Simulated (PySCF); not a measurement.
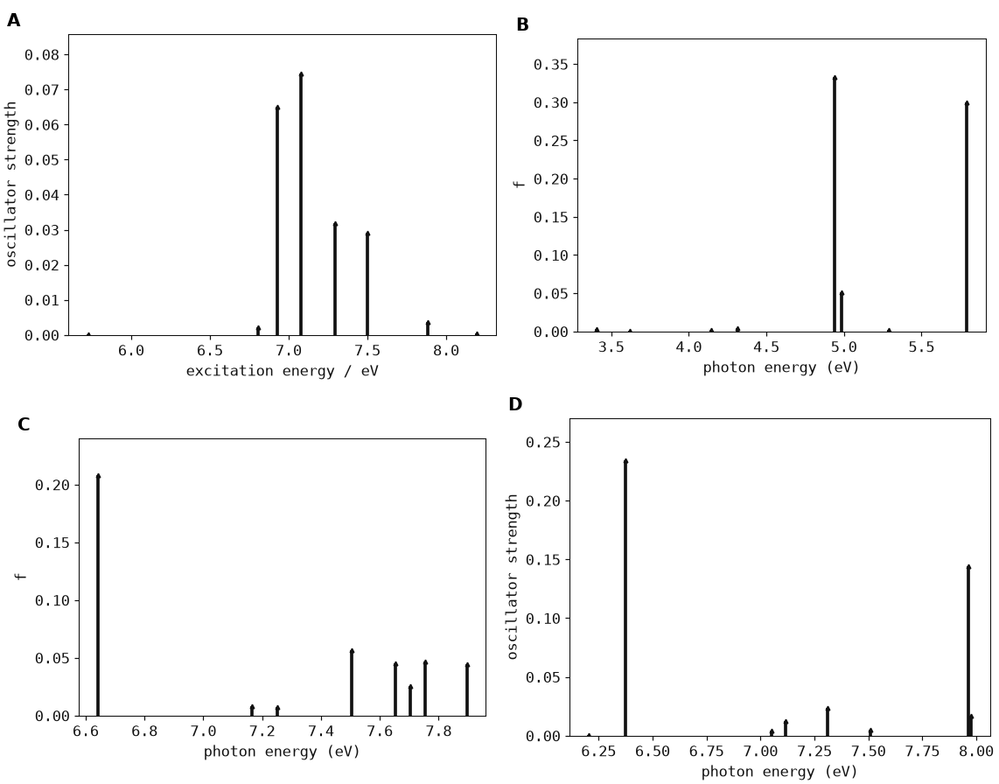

Vertical TDDFT excitations, CAM-B3LYP/def2-SVPD in PySCF, at a GFN2-xTB geometry (no frequency check), gas phase. Each panel shows the lowest singlet states that were computed.

> Pair each panel with its molecule.
1. C₃H₇N₃Si, SMILES Cc1cnn([SiH3])n1
2. C₂H₉GeNOSi, SMILES CC(=O)[N]([SiH3])[GeH3], singlet
3. C₇H₅N₃, SMILES C#Cc1nnncc1C=C
4. C₄H₉OP, SMILES C=CC[P@H](C)=O

A: 2 (S1 at 5.73 eV, brightest at 7.08 eV)
B: 3 (S1 at 3.40 eV, brightest at 4.94 eV)
C: 4 (S1 at 6.64 eV, brightest at 6.64 eV)
D: 1 (S1 at 6.21 eV, brightest at 6.37 eV)

Caveats, for all or some of the runs: core orbitals are frozen in the response; one conformer of a flexible molecule; the tight-binding geometry is rougher than a DFT one and adds to the error.
